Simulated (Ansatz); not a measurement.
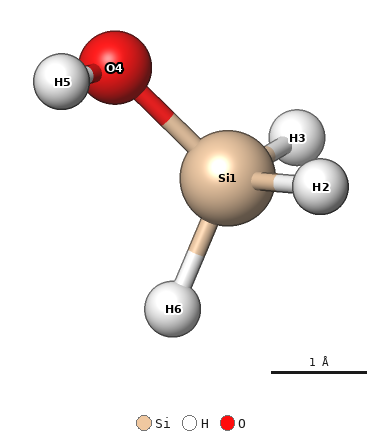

The input geometry (ball-and-stick view, seen at a tilt; atoms are numbered from 1 in the order of the input). Bond lengths as drawn: H–O 0.97 Å, H–Si 1.50 to 1.51 Å and O–Si 1.68 Å.

# Run report: SiH₄O, nudged elastic band

- system: SiH₄O
- method: RKS PBE/def2-SVP (Ansatz 0.2.0)

One setting was made poor on purpose. It belongs to a series of runs on one base structure; here: an input spoilt on purpose.

The input
```yaml
crystal:
  periodic: [false, false, false]
  atoms:
    - { symbol: Si, position_ang: [0.181992, -0.023583, 0.108202] }
    - { symbol: H, position_ang: [0.093015, 0.037184, 1.613938] }
    - { symbol: H, position_ang: [1.61646, 0.089192, -0.309529] }
    - { symbol: O, position_ang: [-0.610659, 1.261749, -0.634075] }
    - { symbol: H, position_ang: [-1.564746, 1.318136, -0.453761] }
    - { symbol: H, position_ang: [-0.362063, -1.363081, -0.325875] }
basis:
  gaussian: { orbitals: def2-SVP }
hamiltonian:
  xc: pbe
neb:
  order_check: false
  images: 5
  f_tol: 0.05
  max_iterations: 8
  spring: 0.5
  final_atoms:
    - { symbol: Si, position_ang: [0.16529127, -0.07127941, -0.96675429] }
    - { symbol: H, position_ang: [0.93368296, -0.16675063, 1.42600378] }
    - { symbol: H, position_ang: [1.44464016, 0.11528123, 0.90434949] }
    - { symbol: O, position_ang: [-0.8364647, 1.29044478, -0.89241698] }
    - { symbol: H, position_ang: [-1.65960725, 1.20797895, -0.37631433] }
    - { symbol: H, position_ang: [-0.69354345, -1.05607792, -0.09596767] }
  initial_path: idpp
  relax_end_points: true
```

Hardware: 1 thread of Arm Neoverse V2, 24 GiB of memory available, shared host.

Command:
```bash
ansatz run input.yaml --threads 1 --pin off --max-ram 2048MiB --backend cpu --events-out ev --progress --plain --runs-dir out
```

Output
```
Error: invalid value for `basis.gaussian`: such a run doesn't read neb.relax_end_points; remove what it names
```

Outcome

```tsv
quantity	value
outcome	refused by the program
```

The program refused the input: “invalid value for `basis.gaussian`: such a run doesn't read neb.relax_end_points; remove what it names” A deliberately poor setting: bad input.
